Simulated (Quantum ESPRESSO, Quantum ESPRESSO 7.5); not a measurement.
**MoSi2N4, 1 layer, rectangular cell: a series in strain along the second axis**

Aim: how the results for MoSi2N4, 1 layer, rectangular cell change with strain along the second axis.

Program: Quantum ESPRESSO 7.5. Level of theory: plane-wave DFT, PBE, GBRV ultrasoft pseudopotentials. Results are calculated unless marked as measured.

### 1. The structure

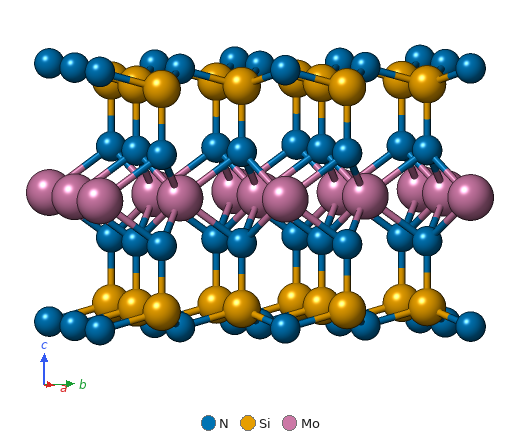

The starting structure, seen from the side, with the c axis up (nitrogen blue, silicon orange, molybdenum pink). 2×2×1 cells are drawn. Some periodic images of atoms are drawn too.

The cell holds 14 atoms: 8 N, 4 Si and 2 Mo. Cell: a = 2.920 Å, b = 5.058 Å, c = 21.862 Å, α = 90.0°, β = 90.0°, γ = 90.0°. It derives from MoSi2N4. Vacuum lies along c.

Set-up: Cell and atoms are first relaxed; each strained cell is then held, the other axis too, and the atoms relax in it. A periodic run with 15 Å of vacuum in the starting cell gives the vacuum levels, and bands follow along a path.

Members -2, -1, 0, 1 and 2 took the same steps and show in the table alone.

### 2. Variable-cell relaxation of the reference

What the set-up leaves free in this member is relaxed.

The input, ref.relax.in:

```
&control
  prefix = 'ref.relax'
  outdir = './out'
  pseudo_dir = './pseudo'
  nstep = 80
  forc_conv_thr = 0.0004
  calculation = 'vc-relax'
  etot_conv_thr = 1e-06
/
&system
  ibrav = 0
  nat = 14
  ntyp = 3
  ecutwfc = 50
  ecutrho = 250
  occupations = 'smearing'
  smearing = 'fd'
  degauss = 0.004
/
&electrons
  conv_thr = 1e-09
  mixing_beta = 0.4
  electron_maxstep = 120
  mixing_mode = 'plain'
/
&ions
/
&cell
  cell_dofree = '2Dxy'
  press_conv_thr = 0.3
/
ATOMIC_SPECIES
  N   14.0070  n_pbe_v1.2.uspp.F.UPF
  Si  28.0850  si_pbe_v1.uspp.F.UPF
  Mo  95.9500  mo_pbe_v1.uspp.F.UPF
CELL_PARAMETERS angstrom
  2.92000000000000 0.00000000000000 0.00000000000000
  0.00000000000000 5.05758835810112 0.00000000000000
  0.00000000000000 0.00000000000000 21.86179061719779
ATOMIC_POSITIONS crystal
  N   0.000000000000 0.000000000000 0.343064304810
  N   0.500000000000 0.500000000000 0.343064304810
  Si  0.999999999900 0.333333333400 0.364537032706
  Si  0.500000000000 0.833333333400 0.364537032706
  N   0.999999999900 0.333333333400 0.444585370495
  N   0.500000000000 0.833333333400 0.444585370495
  Mo  0.000000000000 0.000000000000 0.500000000000
  Mo  0.500000000000 0.500000000000 0.500000000000
  N   0.999999999900 0.333333333400 0.555414629505
  N   0.500000000000 0.833333333400 0.555414629505
  Si  0.999999999900 0.333333333400 0.635462967294
  Si  0.500000000000 0.833333333400 0.635462967294
  N   0.000000000000 0.000000000000 0.656935695190
  N   0.500000000000 0.500000000000 0.656935695190
K_POINTS automatic
  12 8 1 0 0 0
```

On the command line:

```
$ OMP_NUM_THREADS=1 mpirun -n 4 pw.x -nk 4 -in ref.relax.in > ref.relax.out
```

Output:

```text
Program PWSCF v.7.5 starts
[citation notice left out]

     Parallel version (MPI & OpenMP), running on       4 processor cores
     Number of MPI processes:                 4
     Threads/MPI process:                     1

     MPI processes distributed on     1 nodes
[...]
Current dimensions of program PWSCF are:
     Max number of different atomic species (ntypx) = 10
     Max number of k-points (npk) =  40000
     Max angular momentum in pseudopotentials (lmaxx) =  4
     Found identity + ( -0.5000 -0.5000  0.0000) symmetry
     This is a supercell, fractional translations are disabled
     Message from routine setup:
     using ibrav=0 with symmetry is DISCOURAGED, use correct ibrav instead

     K-points division:     npool     =       4
     Subspace diagonalization in iterative solution of the eigenvalue problem:
     a serial algorithm will be used

     G-vector sticks info
     --------------------
     sticks:   dense  smooth     PW     G-vecs:    dense   smooth      PW
     Sum        1043     835    247               145425   104039   17007

     Using Slab Decomposition

     bravais-lattice index     =            0
     lattice parameter (alat)  =       5.5180  a.u.
     unit-cell volume          =    2178.7563 (a.u.)^3
     number of atoms/cell      =           14
     number of atomic types    =            3
     number of electrons       =        84.00
     number of Kohn-Sham states=           50
     kinetic-energy cutoff     =      50.0000  Ry
     charge density cutoff     =     250.0000  Ry
     scf convergence threshold =      1.0E-09
     mixing beta               =       0.4000
     number of iterations used =            8  plain     mixing
     energy convergence thresh.=      1.0E-06
     force convergence thresh. =      4.0E-04
     press convergence thresh. =      3.0E-01
     Exchange-correlation= SLA  PW   PBE  PBE
                           (   1   4   3   4   0   0   0)
     nstep                     =           80

     celldm(1)=   5.518000  celldm(2)=   0.000000  celldm(3)=   0.000000
     celldm(4)=   0.000000  celldm(5)=   0.000000  celldm(6)=   0.000000

     crystal axes: (cart. coord. in units of alat)
               a(1) = (   1.000000   0.000000   0.000000 )
               a(2) = (   0.000000   1.732051   0.000000 )
               a(3) = (   0.000000   0.000000   7.486915 )

     reciprocal axes: (cart. coord. in units 2 pi/alat)
               b(1) = (  1.000000  0.000000  0.000000 )
               b(2) = (  0.000000  0.577350  0.000000 )
               b(3) = (  0.000000  0.000000  0.133566 )

     PseudoPot. # 1 for N  read from file:
     ./pseudo/n_pbe_v1.2.uspp.F.UPF
     Pseudo is Ultrasoft + core correction, Zval =  5.0
     Generated by new atomic code, or converted to UPF format
     Using radial grid of  729 points,  4 beta functions with:
                l(1) =   0
                l(2) =   0
                l(3) =   1
                l(4) =   1
     Q(r) pseudized with  8 coefficients,  rinner =    0.900   0.900   0.900

     PseudoPot. # 2 for Si read from file:
     ./pseudo/si_pbe_v1.uspp.F.UPF
     Pseudo is Ultrasoft + core correction, Zval =  4.0
     Generated by new atomic code, or converted to UPF format
     Using radial grid of  899 points,  6 beta functions with:
                l(1) =   0
                l(2) =   0
                l(3) =   1
                l(4) =   1
                l(5) =   2
                l(6) =   2
     Q(r) pseudized with  8 coefficients,  rinner =    0.900   0.900   0.900
                                                       0.900   0.900

     PseudoPot. # 3 for Mo read from file:
     ./pseudo/mo_pbe_v1.uspp.F.UPF
     Pseudo is Ultrasoft + core correction, Zval = 14.0
     Generated by new atomic code, or converted to UPF format
     Using radial grid of  889 points,  6 beta functions with:
                l(1) =   0
                l(2) =   0
                l(3) =   1
                l(4) =   1
                l(5) =   2
                l(6) =   2
     Q(r) pseudized with  6 coefficients,  rinner =    1.000   1.000   1.000
                                                       1.000   1.000

     atomic species   valence    mass     pseudopotential
     N                 5.00    14.00700     N ( 1.00)
     Si                4.00    28.08500     Si( 1.00)
     Mo               14.00    95.95000     Mo( 1.00)

      4 Sym. Ops. (no inversion) found

   Cartesian axes

     site n.     atom                  positions (alat units)
         1        N      tau(   1) = (   0.0000000   0.0000000   2.5684932  )
         2        N      tau(   2) = (   0.5000000   0.8660254   2.5684932  )
         3        Si     tau(   3) = (   1.0000000   0.5773503   2.7292576  )
         4        Si     tau(   4) = (   0.5000000   1.4433757   2.7292576  )
         5        N      tau(   5) = (   1.0000000   0.5773503   3.3285727  )
         6        N      tau(   6) = (   0.5000000   1.4433757   3.3285727  )
         7        Mo     tau(   7) = (   0.0000000   0.0000000   3.7434573  )
         8        Mo     tau(   8) = (   0.5000000   0.8660254   3.7434573  )
         9        N      tau(   9) = (   1.0000000   0.5773503   4.1583419  )
        10        N      tau(  10) = (   0.5000000   1.4433757   4.1583419  )
        11        Si     tau(  11) = (   1.0000000   0.5773503   4.7576570  )
        12        Si     tau(  12) = (   0.5000000   1.4433757   4.7576570  )
        13        N      tau(  13) = (   0.0000000   0.0000000   4.9184214  )
        14        N      tau(  14) = (   0.5000000   0.8660254   4.9184214  )

     number of k points=    35  Fermi-Dirac smearing, width (Ry)=  0.0040
                       cart. coord. in units 2pi/alat
        k(    1) = (   0.0000000   0.0000000   0.0000000), wk =   0.0208333
        k(    2) = (   0.0000000   0.0721688   0.0000000), wk =   0.0416667
        k(    3) = (   0.0000000   0.1443376   0.0000000), wk =   0.0416667
        k(    4) = (   0.0000000   0.2165064   0.0000000), wk =   0.0416667
        k(    5) = (   0.0000000  -0.2886751   0.0000000), wk =   0.0208333
        k(    6) = (   0.0833333   0.0000000   0.0000000), wk =   0.0416667
        k(    7) = (   0.0833333   0.0721688   0.0000000), wk =   0.0833333
        k(    8) = (   0.0833333   0.1443376   0.0000000), wk =   0.0833333
        k(    9) = (   0.0833333   0.2165064   0.0000000), wk =   0.0833333
        k(   10) = (   0.0833333  -0.2886751   0.0000000), wk =   0.0416667
[...]
k(   35) = (  -0.5000000  -0.2886751   0.0000000), wk =   0.0208333

[...]
atom    1 type  1   force =     0.00000000   -0.00000259   -0.01178867
     atom    2 type  1   force =     0.00000000   -0.00000313   -0.01179030
     atom    3 type  2   force =     0.00000000   -0.00000034   -0.01928387
     atom    4 type  2   force =     0.00000000    0.00000052   -0.01928274
     atom    5 type  1   force =     0.00000000    0.00000132    0.00416908
     atom    6 type  1   force =     0.00000000    0.00000042    0.00416918
     atom    7 type  3   force =     0.00000000    0.00000527    0.00000000
     atom    8 type  3   force =     0.00000000    0.00000232    0.00000000
     atom    9 type  1   force =     0.00000000    0.00000132   -0.00416908
     atom   10 type  1   force =     0.00000000    0.00000042   -0.00416918
     atom   11 type  2   force =     0.00000000   -0.00000034    0.01928387
     atom   12 type  2   force =     0.00000000    0.00000052    0.01928274
     atom   13 type  1   force =     0.00000000   -0.00000259    0.01178867
     atom   14 type  1   force =     0.00000000   -0.00000313    0.01179030

     Total force =     0.045966     Total SCF correction =     0.000021

     Computing stress (Cartesian axis) and pressure

     negative rho (up, down):  3.585E-03 0.000E+00
          total   stress  (Ry/bohr**3)                   (kbar)     P=       12.34
  -0.00003304   0.00000000   0.00000000           -4.86        0.00        0.00
   0.00000000  -0.00003304   0.00000000            0.00       -4.86        0.00
   0.00000000   0.00000000   0.00031784            0.00        0.00       46.76

     Energy error            =      3.2E-03 Ry
     Gradient error          =      1.9E-02 Ry/Bohr
     Cell gradient error     =      4.9E+00 kbar

     number of scf cycles    =   3
     number of bfgs steps    =   2

     enthalpy           old  =    -479.1239466139 Ry
     enthalpy           new  =    -479.1271603681 Ry

     CASE: enthalpy          _new < enthalpy          _old

     new trust radius        =       0.0355423861 bohr
     new conv_thr            =       0.0000000005 Ry

     new unit-cell volume =   2159.94640 a.u.^3 (   320.07103 Ang^3 )
     density =      2.15976 g/cm^3

CELL_PARAMETERS (angstrom)
   2.907368960   0.000000000   0.000000000
   0.000000000   5.035707453   0.000000000
   0.000000000   0.000000000  21.861790617

ATOMIC_POSITIONS (crystal)
N                0.0000000000       -0.0000005979        0.3407182338
N                0.5000000000        0.4999995848        0.3407177095
Si               0.9999999999        0.3333326411        0.3639812967
Si               0.5000000000        0.8333319447        0.3639813458
N                0.9999999999        0.3333347359        0.4434940348
N                0.5000000000        0.8333342747        0.4434940270
Mo               0.0000000000        0.0000001850        0.5000000000
Mo               0.5000000000        0.5000013157        0.5000000000
N                0.9999999999        0.3333347359        0.5565059652
N                0.5000000000        0.8333342747        0.5565059730
Si               0.9999999999        0.3333326411        0.6360187033
Si               0.5000000000        0.8333319447        0.6360186542
N                0.0000000000       -0.0000005979        0.6592817662
N                0.5000000000        0.4999995848        0.6592822905

[...]
NEW-OLD atomic charge density approx. for the potential
     New effective cutoffs (rho, wfc):  252.12   50.43

     negative rho (up, down):  3.535E-03 0.000E+00

     total cpu time spent up to now is      543.1 secs

     per-process dynamical memory:   242.6 Mb

[...]
!    total energy              =    -479.13399177 Ry
[...]
Total force =     0.002066     Total SCF correction =     0.000003
[...]
number of bfgs steps    =   6
[...]
new trust radius        =       0.0037715732 bohr
[...]
Self-consistent Calculation

     iteration #  1     ecut=    50.00 Ry     beta= 0.40
     Davidson diagonalization with overlap
     ethr =  1.00E-06,  avg # of iterations =  2.0

     Threshold (ethr) on eigenvalues was too large:
     Diagonalizing with lowered threshold

     Davidson diagonalization with overlap
     ethr =  4.69E-09,  avg # of iterations =  3.6

     negative rho (up, down):  3.421E-03 0.000E+00

     total cpu time spent up to now is     1204.4 secs

     total energy              =    -479.13400379 Ry
     estimated scf accuracy    <       0.00000347 Ry

[...]
iteration #  9     ecut=    50.00 Ry     beta= 0.40
[...]
negative rho (up, down):  3.422E-03 0.000E+00

[...]
End of self-consistent calculation

          k = 0.0000 0.0000 0.0000 ( 13085 PWs)   bands (ev):

   -58.8770 -58.7559 -33.4897 -32.9641 -32.7789 -32.7677 -32.5752 -32.5752
   -16.3164 -16.2303 -13.7589 -13.7489 -13.5292 -12.3519 -12.3098 -12.2103
    -7.6121  -7.3830  -6.0893  -4.3560  -3.6764  -3.5338  -3.5108  -2.8491
    -2.7593  -1.5716  -1.5716  -1.5069  -1.5025  -1.4473  -1.3738  -1.3738
    -1.2163  -1.2163   0.0032   0.0194   0.0663   0.0663   0.1304   0.6051
     1.4345   2.3570   4.8721   5.2442   5.3028   5.3028   5.5810   5.5811
     5.6445   6.1852

          k = 0.0000 0.0726 0.0000 ( 13011 PWs)   bands (ev):

   -58.8724 -58.7606 -33.4567 -32.9567 -32.7753 -32.7713 -32.6120 -32.5831
   -16.2518 -16.1682 -13.9367 -13.9257 -13.4735 -12.3140 -12.2988 -12.2033
    -7.4078  -7.1684  -6.0239  -4.4477  -3.6713  -3.5255  -3.3587  -2.8036
    -2.7167  -1.8502  -1.6949  -1.5725  -1.4605  -1.4448  -1.4443  -1.3893
    -1.3615  -1.2032  -0.1298  -0.1072  -0.0157  -0.0019   0.3150   0.5381
     1.4170   2.3205   4.9216   5.1783   5.2868   5.3374   5.5015   5.5767
     5.6908   6.2154

          k = 0.0000 0.1453 0.0000 ( 12978 PWs)   bands (ev):

   -58.8594 -58.7738 -33.3621 -32.9358 -32.7970 -32.7495 -32.7160 -32.6055
   -16.0608 -15.9844 -14.3587 -14.3386 -13.3157 -12.3850 -12.2129 -12.1850
    -6.8522  -6.5732  -5.8496  -4.5740  -3.6545  -3.5776  -3.0283  -2.6706
    -2.5924  -2.5357  -2.4739  -1.7991  -1.6749  -1.6384  -1.3247  -1.2273
    -1.2233  -1.0568  -0.3725  -0.3217  -0.2339  -0.0069   0.3389   0.3785
     1.3545   2.1346   5.0003   5.0450   5.2465   5.4228   5.4431   5.5655
     5.9817   6.4006

          k = 0.0000 0.2179 0.0000 ( 12974 PWs)   bands (ev):

   -58.8399 -58.7936 -33.2184 -32.9043 -32.8690 -32.8291 -32.7169 -32.6389
   -15.7521 -15.6869 -14.8602 -14.8250 -13.0822 -12.5628 -12.1633 -12.1621
    -6.1190  -5.7078  -5.6452  -4.6017  -3.8017  -3.6206  -3.4546  -3.3190
    -2.7359  -2.4613  -2.3979  -2.1782  -1.9066  -1.8954  -1.1094  -1.0194
    -0.9807  -0.7489  -0.6085  -0.5266  -0.5087   0.0183   0.0237   0.2722
     1.3204   1.7921   5.0223   5.0374   5.2070   5.2792   5.5328   5.7479
     6.3663   6.8065

          k = 0.0000-0.2906 0.0000 ( 12978 PWs)   bands (ev):

   -58.8168 -58.8168 -33.0456 -33.0456 -32.8669 -32.8668 -32.6781 -32.6780
   -15.3423 -15.3422 -15.2912 -15.2911 -12.8139 -12.8139 -12.1505 -12.1505
    -5.6189  -5.6189  -4.6986  -4.6986  -4.2835  -4.2835  -3.5568  -3.5568
    -2.4853  -2.4853  -2.1960  -2.1959  -2.1543  -2.1543  -0.8334  -0.8334
    -0.8047  -0.8047  -0.7244  -0.7243  -0.3623  -0.3623   0.1139   0.1139
     1.4632   1.4632   5.0385   5.0385   5.2067   5.2067   5.6985   5.6986
     6.7555   6.7555

          k = 0.0839 0.0000 0.0000 ( 13067 PWs)   bands (ev):

   -58.8709 -58.7539 -33.4708 -32.9543 -32.8190 -32.7645 -32.6239 -32.5859
   -16.2304 -16.1476 -13.7080 -13.6998 -13.4553 -12.3432 -12.2859 -12.2010
    -7.5227  -7.3070  -6.0028  -4.2643  -3.8620  -3.5808  -3.5306  -3.0550
    -2.9928  -2.0072  -1.9233  -1.7895  -1.6123  -1.4726  -1.4518  -1.3533
    -1.2059  -1.2007  -0.1542  -0.0517  -0.0268   0.2129   0.3409   0.3944
     1.5019   2.3043   5.1241   5.1526   5.2803   5.4845   5.5757   5.5781
     5.7264   6.3626

[...]
1.4140
[key lines of the parts left out:]
total energy              =    -479.13400454 Ry
the Fermi energy is     3.3612 ev
convergence has been achieved in  10 iterations
```

Elapsed: 29 min, on 4 MPI ranks of Arm Neoverse V1, shared host; peak memory 1.5 GiB.

Step by step:

| step | energy less that of the first step (eV) | largest force (eV/Å) | volume (Å³) |
| --- | --- | --- | --- |
| 1 | 0.0000 | 0.7480 | 322.86 |
| 2 | -0.0522 | 0.5021 | 322.45 |
| 3 | -0.0959 | 0.4958 | 321.18 |
| 4 | -0.1357 | 0.4053 | 320.07 |
| 5 | -0.1747 | 0.2360 | 318.83 |
| 6 | -0.1882 | 0.0502 | 318.18 |
| 7 | -0.1888 | 0.0190 | 318.41 |
| 8 | -0.1890 | 0.0029 | 318.67 |
| 9 | -0.1890 | 0.0004 | 318.69 |
| 10 | -0.1869 | 0.0006 | 318.69 |

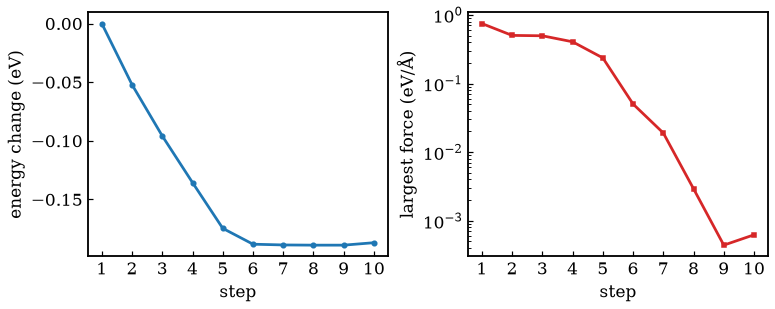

Energy and largest force along the relaxation.

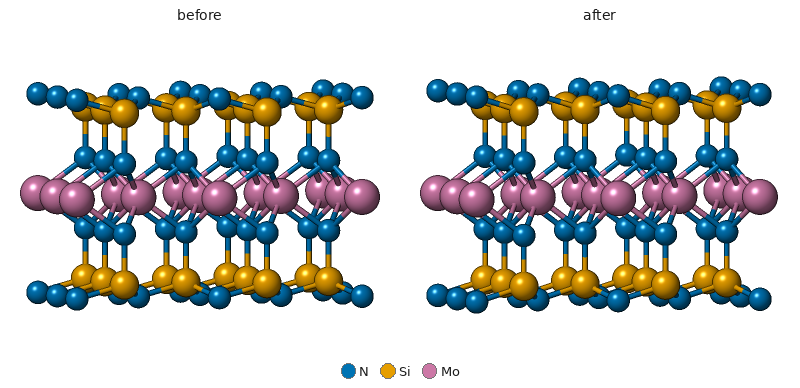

Before and after, at one scale.

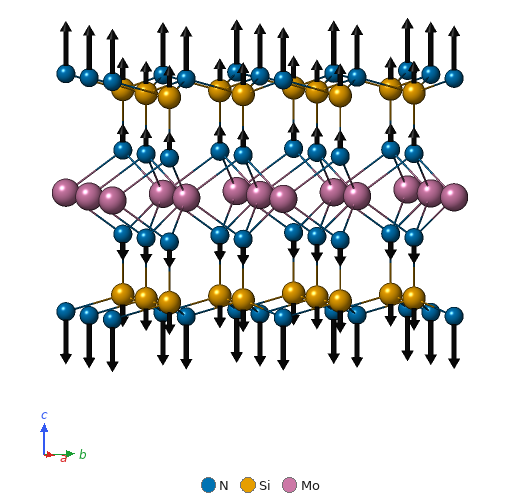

Displacements in the relaxation, exaggerated, measured against the changing cell; the longest in the cell stands for 0.11 Å. 2×2×1 cells are drawn. Some periodic images of atoms are drawn too.

| cell as run | before | after | change |
| --- | --- | --- | --- |
| a (Å) | 2.920 | 2.901 | -0.6 % |
| b (Å) | 5.058 | 5.025 | -0.6 % |

The atoms that moved most (Å, along periodic axes as changes of fractional coordinates times the final cell, across vacuum about the mean position):

| atom | dx | dy | dz | length |
| --- | --- | --- | --- | --- |
| N2 | 0.000 | 0.000 | -0.105 | 0.105 |
| N14 | 0.000 | 0.000 | 0.105 | 0.105 |
| N1 | 0.000 | 0.000 | -0.105 | 0.105 |
| N13 | 0.000 | 0.000 | 0.105 | 0.105 |
| Si3 | 0.000 | 0.000 | -0.053 | 0.053 |
| Si11 | 0.000 | 0.000 | 0.053 | 0.053 |
| Si4 | 0.000 | 0.000 | -0.053 | 0.053 |
| Si12 | 0.000 | 0.000 | 0.053 | 0.053 |

 The last row is no step: it is a fresh SCF in the final cell with a new plane-wave basis, +2 meV from the row before.

Numbers from this step:

```
free energy  : -6518.9481 eV
Fermi energy : 3.359 eV
```

(Part 1 of 7 ends here.)

[Logs are printed without paths, hosts, clocks, repeated set-up lines and the standing remarks that a program may print on its own settings, such as how far it seeks lower states.]

[Hosts, paths, dates, database ids (printed as entryN), source tags and the programs' standing remarks are cut or masked in the printed files.]

[Maps of the electrostatic potential energy from Ansatz leave out the sawtooth potential of an applied field or a dipole correction, so their vacuum need not be flat; planar profiles and work functions include it.]
